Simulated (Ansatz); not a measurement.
Base system: ZnS in the wurtzite structure (space group P6_3mc, No. 186; a = 3.7822 Å, c = 6.2077 Å).

It is then changed as follows: a hydrostatic pressure of 2.1 GPa.

Level of theory: PBEsol (Ansatz, a program for electronic structure; PAW; 420 eV plane waves; without spin-orbit coupling).

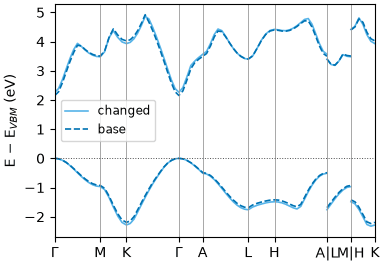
Fig. 1. Highest valence and lowest conduction band along the path, each from its own valence-band maximum

### Question
From the figure, how large is the changed gap, and is it direct?

### Answer
About 2.3 eV, direct at Γ.

Load acts through the strain it causes; cell and atoms are relaxed under it. No phonon test of stability was made. Tetrahedral semiconductors of this kind turn to denser phases somewhere between about 1 and 50 GPa; those were not computed, so compressed cells here can lie past the real transition.
